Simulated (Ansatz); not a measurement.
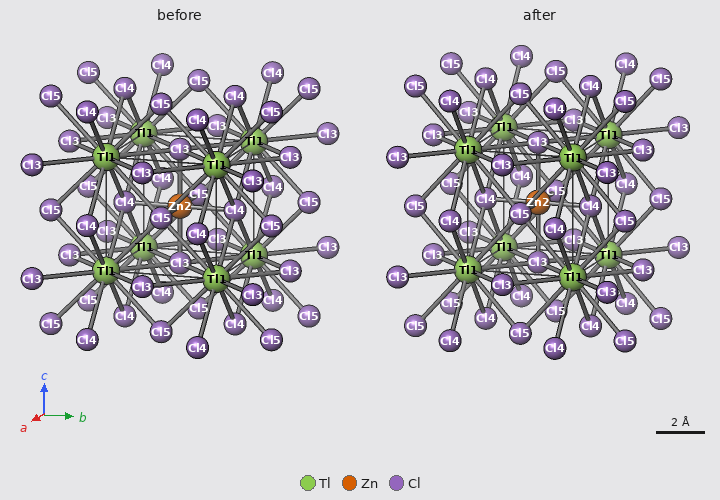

Left: solid TlZnCl$_{3}$ (built on the cubic perovskite type) at its r2SCAN-relaxed geometry. Right: the same structure after one change, at the same scale. Style: ball-and-stick. Shown: the cell of the calculation, slightly off an axis.

These are results of Ansatz, DFT, PBE, plane waves, PAW, not measurements. (plane-wave cutoff 420 eV; k-point mesh 6 × 6 × 6; occupations fermi dirac; smearing width 0.02 eV; no spin polarisation)

> What was changed?

The cell is strained by +5.2 % along c and −5.0 % across it (volume −5.0 %). The atoms and the free axis were relaxed with r2SCAN under that strain, and this is a single point on that geometry.

> How do the computed properties respond?

Energy change: +45.5 meV per atom. Pressure: 1.7 GPa before, 5.0 GPa after. The principal stresses (compression positive) are 1.7 GPa along c and 6.7 GPa across it. All forces vanish by symmetry. Among the bonded contacts that change: Cl–Tl 3.470 → 3.296 to 3.478 Å, Cl–Zn 2.454 → 2.331 to 2.582 Å. The space group (tolerance 0.01 Å) goes from Pm-3m (No. 221) to P4/mmm (No. 123).
